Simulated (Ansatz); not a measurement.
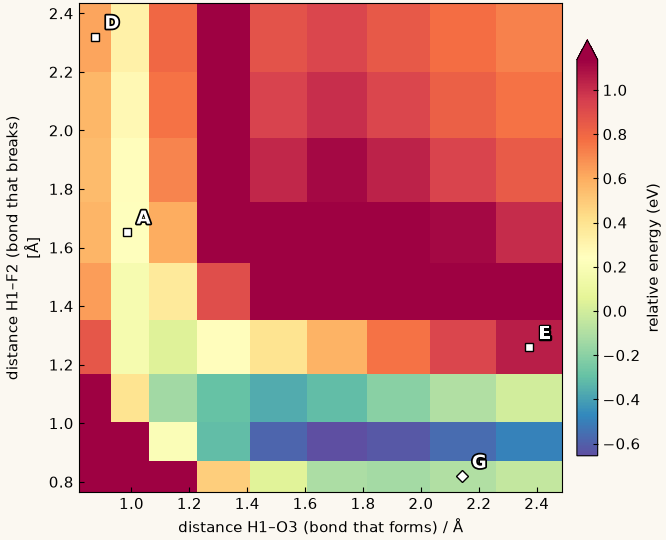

The reacting system CH₄FO (fragments FH + CH₃O where the first distance is long, CH₄O + F where the second is long), spin multiplicity 2. The first coordinate is: distance H1–O3 (bond that forms); the second: distance H1–F2 (bond that breaks). Relaxed at each point: all other coordinates. The scan uses a 9 × 9 grid. Points are written as (first, second). Energies: eV, counted from a guessed transition structure relaxed with its forming and breaking bonds held. Energies and slopes of some neighbouring points disagree (a jump in structure or state, or too coarse a mesh). Theory: UKS r2SCAN-D4/def2-SVP (Ansatz).

Drawn: one coloured cell a grid point, one colour for all values above the top of the scale, lettered points.

Q: Rank the lettered points by energy, lowest first.

A: G (−0.10 eV), A (0.23 eV), D (0.62 eV), E (1.05 eV).
